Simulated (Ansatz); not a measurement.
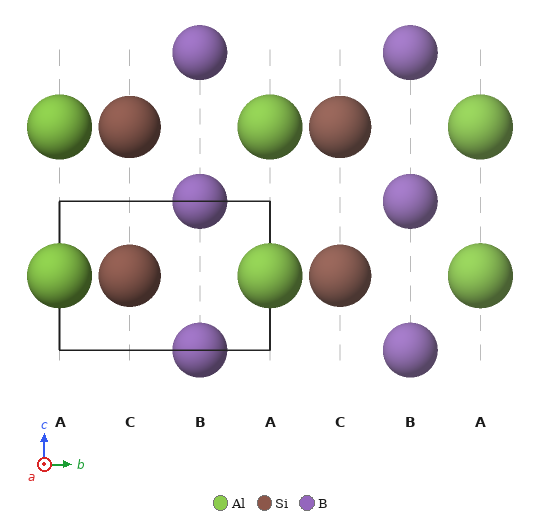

Projection along an edge of the hexagonal mesh, stacking direction c upwards. The dashed lines mark the three columns A (0, 0), B (1/3, 2/3) and C (2/3, 1/3). The sequence starts with the first layer at or above the cell's origin.

AlSiB: the geometry relaxed with DFT PBE, scalar-relativistic, plane waves, PAW in Ansatz 0.2.0; the starting structure was generated, so it need not be a known form of this composition.

### Give the sequence of layers in one repeat, with element and column.

B(B) – Al(A)+Si(C) (two layers in 2.61 Å).
